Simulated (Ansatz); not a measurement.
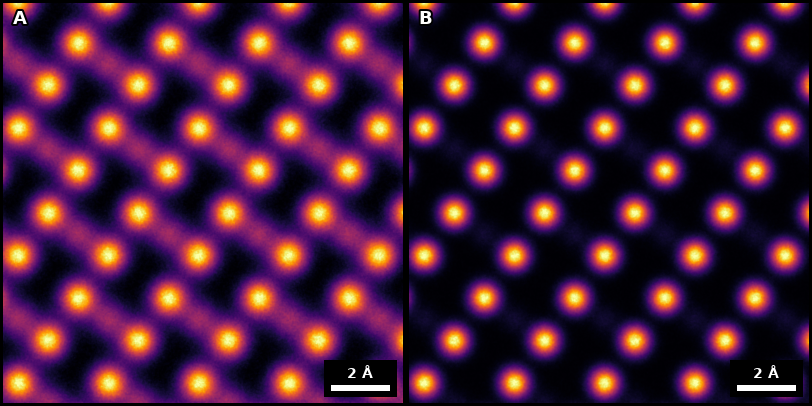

Two simulated images of the same area of Zn$_{2}$C (Fm-3m, No. 225) along [110], with a probe of 0.79 Å. One is incoherent Z contrast (Z^1.6 per atom), the other the projected potential of neutral atoms blurred by the probe (iDPC-like, thin sample). Brightness is counted from the darkest point of the image. Shot noise was added. Atomic positions: the input geometry of a calculation; the starting structure was generated, so it need not be a known form of this composition.

Q: Which panel is which, and how can one tell?

B is the Z-contrast image and A the potential image. The columns of 1 C per repeat reach about 8 % of the brightest peak (1 Zn) in B but about 42 % in A, mainly since the potential grows much more slowly with atomic number.
